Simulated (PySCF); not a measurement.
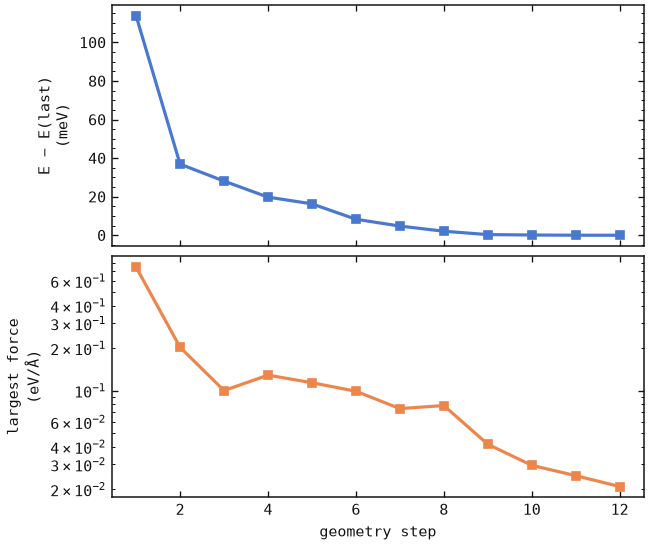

History of a geometry optimisation.

- system: C5H10FGeO (SMILES CO[C@@H]1[CH][GeH2][CH2][C@H]1F), multiplicity 2
- method: PBE0-D3(BJ)/def2-SVP, geometry optimisation in PySCF 2.14.0, density fitting

**How did it end, and what did it gain?**

The optimisation met its thresholds at geometry 12, counting the start as the first. The energy fell by about 110 meV from the first step to the last. The largest force goes from about 0.75 eV/Å at the start to 0.021 eV/Å at the end.

**By which step was nine tenths of the energy gained?**

By step 6 of 12.
